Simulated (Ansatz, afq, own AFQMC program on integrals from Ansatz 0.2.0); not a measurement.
**RuO (triplet): AFQMC on the coupled-cluster ladder at distance Ru1–O2 = 3.680 Å, def2-TZVP**

Aim: compute RuO (triplet) with auxiliary-field quantum Monte Carlo on the same integrals as coupled cluster, and set the energies side by side.

Program: Ansatz 0.2.0, Gaussian basis, and an in-house AFQMC program (afq) on its integrals; all values are calculated. Level of theory: def2-TZVP, frozen cores. These are calculated values, not measurements.

To be run: PBE (unrestricted); PBE0 (unrestricted); B3LYP (unrestricted); B2PLYP (unrestricted); Phaseless AFQMC, CISD trial on ROHF; CCSD(T) on UHF; CCSDT(Q) on UHF; Phaseless AFQMC, CISD trial on UHF.

8 further runs of the same task are left out: 1 for a known fault of the program, 7 that didn't finish.

### 1 The system

The geometry derives from a PBE0/def2-TZVP stationary point (not a proven minimum). One bond is set to the value named and the two fragments are kept rigid. No spin-orbit coupling is included. Elements past krypton take def2 core potentials.

2 atoms, charge 0, spin multiplicity 3.

Atoms are counted from 1 here; the program's logs count them from 0.

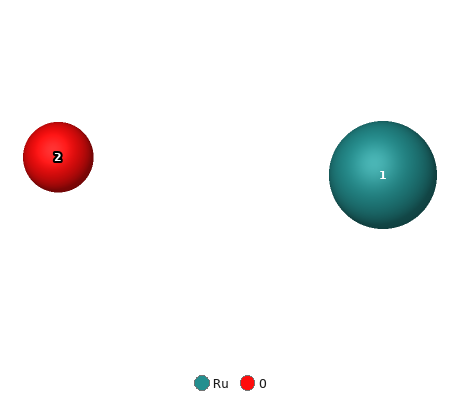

The structure; ruthenium teal, oxygen red; atoms are numbered from 1 in the order of the file.

### 2 PBE (unrestricted)

The input, in.yaml:

```yaml
crystal:
  periodic: [false, false, false]
  atoms:
    - {symbol: Ru, position_ang: [0.000000, 0.000000, 0.000000]}
    - {symbol: O, position_ang: [0.000000, 0.000000, 3.680000]}
basis:
  gaussian: {orbitals: def2-TZVP}
magnetization: {spin_polarized: true, initial_magnetization: 2}
hamiltonian: {xc: {name: PBE}}
output: {orbitals: {seedname: orbitals}}
```

The run is started by

```console
$ ansatz run in.yaml --threads 1 --pin off --events-out ev --progress --plain --max-ram 5632MiB --backend cpu
```

The program printed, shortened:

```text
Functional definition: PBE
  name "PBE"
  cite "Perdew, Burke & Ernzerhof, Phys. Rev. Lett. 77, 3865 (1996) doi:10.1103/PhysRevLett.77.3865"
  parent pbe
[...]
505 factors; their error is unknown
[...]
mean field -4621.70485284 eV, -169.8445206379 hartree, gradient 3.9e-6 eV, S^2 3.686090; 29 other end points of the search recorded, 0 dependent functions left out
reference -4621.70489468 eV, -169.8445221753 hartree; 13, 11 occupied and 58, 60 virtual orbitals, 505 factors
Total energy: -4621.70489468 eV, -169.8445221753 hartree
```

Wall time 95 s (1 thread of AMD EPYC 7R13 (Zen 3), shared host); peak memory 1.7 GiB.

From the report: ⟨S²⟩ of the determinant 3.686 (pure triplet: 2.00). The determinant is far from a pure spin state, so its energy mixes those of several spin states (harmless only where they are near-degenerate, as at dissociation).

### 3 PBE0 (unrestricted)

in.yaml, as its differences from that of step 2:

```diff
@@ -8,3 +8,3 @@
 magnetization: {spin_polarized: true, initial_magnetization: 2}
-hamiltonian: {xc: {name: PBE}}
+hamiltonian: {xc: {name: PBE0}}
 output: {orbitals: {seedname: orbitals}}
```

Same command.

The program printed, shortened:

```text
Functional definition: PBE0
  name "PBE0"
  cite "Adamo & Barone, J. Chem. Phys. 110, 6158 (1999) doi:10.1063/1.478522"
  cite "Perdew, Burke & Ernzerhof, Phys. Rev. Lett. 77, 3865 (1996) doi:10.1103/PhysRevLett.77.3865"
  parent pbe
[...]
529 factors; their error is unknown
[...]
mean field -4621.05232943 eV, -169.8205408449 hartree, gradient 5.4e-8 eV, S^2 3.832219; 20 other end points of the search recorded, 0 dependent functions left out
reference -4621.05236110 eV, -169.8205420087 hartree; 13, 11 occupied and 58, 60 virtual orbitals, 529 factors
Total energy: -4621.05236110 eV, -169.8205420087 hartree
```

Run time: 1.9 min. Hardware: 1 thread of AMD EPYC 7R13 (Zen 3), shared host; peak memory 1.7 GiB.

From the report: ⟨S²⟩ of the determinant 3.832 (pure triplet: 2.00). The determinant is far from a pure spin state, so its energy mixes those of several spin states (harmless only where they are near-degenerate, as at dissociation).

### 4 B3LYP (unrestricted)

in.yaml, as its differences from that of step 3:

```diff
@@ -8,3 +8,2 @@
 magnetization: {spin_polarized: true, initial_magnetization: 2}
-hamiltonian: {xc: {name: PBE0}}
-output: {orbitals: {seedname: orbitals}}
+hamiltonian: {xc: {name: B3LYP}}
```

The command is unchanged.

The program printed, shortened:

```text
Functional definition: B3LYP
  name "B3LYP"
  cite "Stephens, Devlin, Chabalowski & Frisch, J. Phys. Chem. 98, 11623 (1994) doi:10.1021/j100096a001"
  cite "Becke, Phys. Rev. A 38, 3098 (1988) doi:10.1103/PhysRevA.38.3098"
  cite "Lee, Yang & Parr, Phys. Rev. B 37, 785 (1988) doi:10.1103/PhysRevB.37.785"
  cite "Vosko, Wilk & Nusair, Can. J. Phys. 58, 1200 (1980) doi:10.1139/p80-159"
[...]
529 factors; their error is unknown
[...]
mean field -4624.47254597 eV, -169.9462314844 hartree, gradient 7.7e-6 eV, S^2 3.767471; 13 other end points of the search recorded, 0 dependent functions left out
reference -4624.47275321 eV, -169.9462391002 hartree; 13, 11 occupied and 58, 60 virtual orbitals, 529 factors
Total energy: -4624.47275321 eV, -169.9462391002 hartree
```

Run time: 59 s. Hardware: 1 thread of AMD EPYC 7R13 (Zen 3), shared host; peak memory 1.7 GiB.

From the report: ⟨S²⟩ of the determinant 3.767 (pure triplet: 2.00). The determinant is far from a pure spin state, so its energy mixes those of several spin states (harmless only where they are near-degenerate, as at dissociation).

### 5 B2PLYP (unrestricted)

in.yaml, as its differences from that of step 4:

```diff
@@ -8,2 +8,3 @@
 magnetization: {spin_polarized: true, initial_magnetization: 2}
-hamiltonian: {xc: {name: B3LYP}}
+hamiltonian: {xc: {name: B2PLYP}}
+correlation: {electrons: outside_noble_gas}
```

The command is unchanged.

The program printed, shortened:

```text
Functional definition: B2PLYP
  name "B2PLYP"
  cite "Grimme, J. Chem. Phys. 124, 034108 (2006) doi:10.1063/1.2148954"
  cite "Becke, Phys. Rev. A 38, 3098 (1988) doi:10.1103/PhysRevA.38.3098"
  cite "Lee, Yang & Parr, Phys. Rev. B 37, 785 (1988) doi:10.1103/PhysRevB.37.785"
[...]
573 factors; integrals over basis functions are off by at most 8.4e-4 eV
[...]
mean field -4614.23575461 eV, -169.5700363407 hartree, gradient 2.7e-10 eV, S^2 3.947815; 36 other end points of the search recorded, 0 dependent functions left out
5 core orbitals not correlated: weight in the atoms' cores, before any rotation towards them, 1.000 or more for the frozen orbitals, at most 0.000 for the correlated occupied ones
reference -4614.23588013 eV, -169.5700409535 hartree; 8, 6 occupied and 58, 60 virtual orbitals, 573 factors
second order -9.09630586 eV of doubles, -0.00000000 eV of singles
Total energy: -4616.69188272 eV, -169.6602973837 hartree
```

Run time: 4.1 min. Hardware: 1 thread of AMD EPYC 7R13 (Zen 3), shared host; peak memory 1.7 GiB.

From the report: ⟨S²⟩ of the determinant 3.948 (pure triplet: 2.00). The determinant is far from a pure spin state, so its energy mixes those of several spin states (harmless only where they are near-degenerate, as at dissociation).

### 6 Phaseless AFQMC, CISD trial on ROHF

It reads the integrals that the CCSD(T) run on this determinant wrote.

The run is started by

```console
$ afq ham --method phaseless --trial cisd --walkers 3400 --populations 20 --least-time 60 --time-step 0.005 --steps-per-block 50 --equilibration-blocks 40 --max-blocks 4000 --target-error 0.00045 --factor-cut 1e-05 --start spin_pure --seed 8247 --release-times 0.24,0.6,1.2,1.8,2.6 --release-step 0.04 --release-every 3 --taylor-order 6
```

The program printed:

```text
orbitals 66  electrons 8 6  factors 474 of 573
reference energy -168.51357576 Eh
Error: the cluster equations did not converge
```

Wall time 13 min (1 × NVIDIA H100 80GB HBM3 with 2 threads of AMD EPYC 7R13 (Zen 3), shared host); peak host memory 1.7 GiB.

No energy. The run doesn't count as converged. Caveats: no end.

### 7 CCSD(T) on UHF

in.yaml, as its differences from that of step 5:

```diff
@@ -8,3 +8,2 @@
 magnetization: {spin_polarized: true, initial_magnetization: 2}
-hamiltonian: {xc: {name: B2PLYP}}
-correlation: {electrons: outside_noble_gas}
+correlation: {method: ccsd_t, electrons: outside_noble_gas, hamiltonian_folder: ham}
```

The run is started by

```console
$ ansatz run in.yaml --threads 1 --pin off --events-out ev --progress --plain --max-ram 16896MiB --backend cuda --devices 0, --max-vram 18GiB
```

The program printed, shortened:

```text
Functional definition: HF
  name "HF"
  cite "Fock, Z. Phys. 61, 126 (1930) doi:10.1007/BF01340294"
  parent pbe
[...]
573 factors; integrals over basis functions are off by at most 8.4e-4 eV
[...]
mean field -4597.00648966 eV, -168.9368725320 hartree, gradient 2.3e-10 eV, S^2 3.998132; 76 other end points of the search recorded, 0 dependent functions left out
determinant -4597.00648966 eV, -168.9368725320 hartree, with singles and doubles -4605.23000582 eV, -169.2390811768 hartree
determinant -4597.00571656 eV, -168.9368441212 hartree, with singles and doubles -4605.23125443 eV, -169.2391270625 hartree
determinant -4597.00512302 eV, -168.9368223088 hartree, with singles and doubles -4605.22973041 eV, -169.2390710556 hartree
determinant -4597.00410351 eV, -168.9367848426 hartree, with singles and doubles -4605.22980154 eV, -169.2390736697 hartree
[...]
determinant -4596.96516432 eV, -168.9353538537 hartree, with singles and doubles -4605.16058305 eV, -169.2365299371 hartree
determinant -4596.70736130 eV, -168.9258797674 hartree, with singles and doubles -4605.04705907 eV, -169.2323580078 hartree
determinant -4596.67831318 eV, -168.9248122690 hartree, with singles and doubles -4604.98439373 eV, -169.2300550992 hartree
determinant -4596.66995377 eV, -168.9245050663 hartree, with singles and doubles -4604.97598602 eV, -169.2297461214 hartree
5 core orbitals not correlated: weight in the atoms' cores, before any rotation towards them, 0.999 or more for the frozen orbitals, at most 0.000 for the correlated occupied ones
reference -4597.00648966 eV, -168.9368725320 hartree; 8, 6 occupied and 58, 60 virtual orbitals, 573 factors
second order -7.59161098 eV of doubles, -0.00000000 eV of singles
cycle   1  -8.22941788 eV  change    4.7e-8 eV  update   8.5e-6
perturbative correction -0.16240749 eV, -0.0059683652 hartree
Total energy: -4605.39831502 eV, -169.2452664260 hartree
```

Wall time 19 s (1 × NVIDIA H100 80GB HBM3 with 1 thread of AMD EPYC 7R13 (Zen 3), shared host); peak host memory 1.7 GiB.

From the report: ⟨S²⟩ of the determinant 3.998 (pure triplet: 2.00); correlation -8.3918 eV; T1 0.019; largest double amplitude 0.03. The determinant is far from a pure spin state, so its energy mixes those of several spin states (harmless only where they are near-degenerate, as at dissociation).

This run also writes the integrals to the folder ham.

### 8 CCSDT(Q) on UHF

in.yaml, as its differences from that of step 7:

```diff
@@ -8,2 +8,2 @@
 magnetization: {spin_polarized: true, initial_magnetization: 2}
-correlation: {method: ccsd_t, electrons: outside_noble_gas, hamiltonian_folder: ham}
+correlation: {method: ccsdt_q, electrons: outside_noble_gas}
```

Launched as before.

The program printed, shortened:

```text
Functional definition: HF
  name "HF"
  cite "Fock, Z. Phys. 61, 126 (1930) doi:10.1007/BF01340294"
  parent pbe
[...]
923 factors; integrals over basis functions are off by at most 4.0e-6 eV
[...]
mean field -4597.00652587 eV, -168.9368738629 hartree, gradient 4.8e-9 eV, S^2 3.998132; 70 other end points of the search recorded, 0 dependent functions left out
determinant -4597.00652587 eV, -168.9368738629 hartree, with singles and doubles -4605.22860336 eV, -169.2390296376 hartree
determinant -4597.00575269 eV, -168.9368454488 hartree, with singles and doubles -4605.23030706 eV, -169.2390922472 hartree
determinant -4597.00516057 eV, -168.9368236888 hartree, with singles and doubles -4605.23007834 eV, -169.2390838421 hartree
determinant -4597.00413985 eV, -168.9367861781 hartree, with singles and doubles -4605.22970575 eV, -169.2390701495 hartree
[...]
determinant -4596.67835435 eV, -168.9248137820 hartree, with singles and doubles -4604.98444747 eV, -169.2300570741 hartree
determinant -4596.67000418 eV, -168.9245069189 hartree, with singles and doubles -4604.97604994 eV, -169.2297484704 hartree
determinant -4596.27769185 eV, -168.9100897064 hartree, with singles and doubles -4604.61709019 eV, -169.2165569429 hartree
5 core orbitals not correlated: weight in the atoms' cores, before any rotation towards them, 0.999 or more for the frozen orbitals, at most 0.000 for the correlated occupied ones
reference -4597.00652587 eV, -168.9368738629 hartree; 8, 6 occupied and 58, 60 virtual orbitals, 923 factors
second order -7.59163111 eV of doubles, -0.00000000 eV of singles
cycle   1  -8.04919287 eV  change   -4.6e-1 eV  update   5.8e-2
[...]
cycle  20  -8.41650381 eV  change    1.8e-7 eV  update   5.7e-7
perturbative correction -0.00830849 eV, -0.0003053315 hartree
Total energy: -4605.43133817 eV, -169.2464800044 hartree
```

Run time: 38 s. Hardware: 1 × NVIDIA H100 80GB HBM3 with 1 thread of AMD EPYC 7R13 (Zen 3), shared host; peak host memory 1.7 GiB.

From the report: ⟨S²⟩ of the determinant 3.998 (pure triplet: 2.00); correlation -8.4248 eV; T1 0.023; largest double amplitude 0.06. The determinant is far from a pure spin state, so its energy mixes those of several spin states (harmless only where they are near-degenerate, as at dissociation).

### 9 Phaseless AFQMC, CISD trial on UHF

It reads the integrals that the CCSD(T) run on this determinant wrote.

The run is started by

```console
$ afq ham --method phaseless --trial cisd --walkers 3400 --populations 20 --least-time 60 --time-step 0.005 --steps-per-block 50 --equilibration-blocks 40 --max-blocks 4000 --target-error 0.00045 --factor-cut 1e-05 --start spin_pure --seed 8247 --release-times 0.24,0.6,1.2,1.8,2.6 --release-step 0.04 --release-every 3 --taylor-order 6
```

The program printed:

```text
orbitals 66  electrons 8 6  factors 474 of 573
reference energy -168.93687253 Eh
CCSD correlation -0.30242570 Eh in 22 cycles, weight of the determinant in the CISD state 0.9075
energy of the start -169.216050 Eh
 block  time / (1/Eh)  mean weight  energy / Eh
     1     0.250  1.0005  -169.230713
     2     0.500  0.9999  -169.238046
     3     0.750  0.9995  -169.242001
     4     1.000  1.0000  -169.243449
     5     1.250  0.9993  -169.244532
     6     1.500  0.9998  -169.245337
     7     1.750  0.9999  -169.246081
     8     2.000  1.0001  -169.246710
     9     2.250  0.9999  -169.246644
    10     2.500  0.9998  -169.247003
    11     2.750  1.0002  -169.246989
    13     3.250  1.0004  -169.246879
    15     3.750  1.0000  -169.248246
    17     4.250  0.9998  -169.247059
    19     4.750  1.0005  -169.247492
    21     5.250  1.0004  -169.246229
    23     5.750  1.0000  -169.246128
    25     6.250  0.9995  -169.245886
    27     6.750  1.0001  -169.247154
    29     7.250  1.0003  -169.247534
    31     7.750  1.0001  -169.246550
    33     8.250  1.0000  -169.245983
    35     8.750  1.0002  -169.245610
    37     9.250  1.0003  -169.245648
    39     9.750  0.9998  -169.246414
    41    10.250  0.9994  -169.246186
    43    10.750  0.9999  -169.244973
    45    11.250  1.0003  -169.246459
    47    11.750  0.9997  -169.245888
    49    12.250  0.9999  -169.245488
    51    12.750  0.9998  -169.246330
    53    13.250  1.0000  -169.245043
    55    13.750  1.0001  -169.245625
    57    14.250  0.9999  -169.245995
    59    14.750  0.9998  -169.246368
    61    15.250  0.9998  -169.245805
    63    15.750  1.0003  -169.245144
    65    16.250  0.9991  -169.246568
    67    16.750  1.0001  -169.248641
    69    17.250  1.0004  -169.248305
    71    17.750  0.9998  -169.245888
    73    18.250  1.0003  -169.244866
    75    18.750  0.9999  -169.245277
    77    19.250  1.0002  -169.244698
    79    19.750  1.0000  -169.248140
    81    20.250  1.0003  -169.245370
    83    20.750  0.9997  -169.244958
    85    21.250  1.0001  -169.246367
    87    21.750  1.0001  -169.244724
    89    22.250  0.9995  -169.245561
error from the spread of 20 populations
released: time / (1/Eh)  energy / Eh  error  mean overlap
  0.24  -169.246276  0.000363  0.9983
  0.60  -169.245277  0.002133  0.9919
  1.20  -169.247292  0.000384  0.9805
  1.80  -169.247599  0.000434  0.9784
  2.60  -169.242529  0.002561  0.9703
energy -169.245866 +/- 0.000164 Eh
```

Run time: 2.2 min. Hardware: 1 × NVIDIA H100 80GB HBM3 with 2 threads of AMD EPYC 7R13 (Zen 3), shared host; peak host memory 1.7 GiB.

Energy -4605.4146 ± 0.0045 eV. Caveats: constraint bias not in the error.

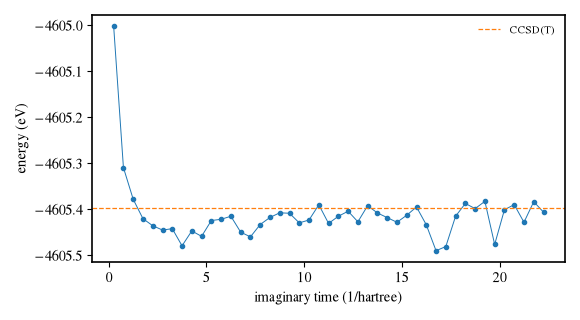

Block energies along the walk.

### 10 AFQMC on the ladder

On the UHF determinant, counted from CCSDT(Q) (a yardstick, not exact):

| level | energy (eV) | from CCSDT(Q) (meV) | statistical error (meV) | time |
| --- | --- | --- | --- | --- |
| HF | -4597.0065 | +8424.8 |  |  |
| MP2 | -4604.5981 | +833.2 |  |  |
| CCSD | -4605.2359 | +195.4 |  |  |
| CCSD(T) | -4605.3983 | +33.0 |  |  |
| CCSDT(Q) | -4605.4313 | 0.0 |  |  |
| Phaseless AFQMC, CISD trial, step 0.005, 3400 walkers | -4605.4146 | +16.7 | 4.5 | 2.2 min |

The functionals' totals stand on their own zeros and serve differences with other points: PBE -4621.705 eV; PBE0 -4621.052 eV; B3LYP -4624.473 eV; B2PLYP -4616.692 eV.

### 11 Results

| quantity | value |
| --- | --- |
| CCSD(T) on UHF from CCSDT(Q) | +33.0 meV |
| Phaseless AFQMC, CISD trial on UHF from CCSDT(Q) | +16.7 ± 4.5 meV |

**Reading.** On UHF the phaseless walk with the CISD trial lies +16.7 meV from CCSDT(Q), 4 times its error bar. Error bars are statistical and leave out the constraint, the time step and what remains of the start. Ru carries a core potential, and spin-orbit coupling is left out.
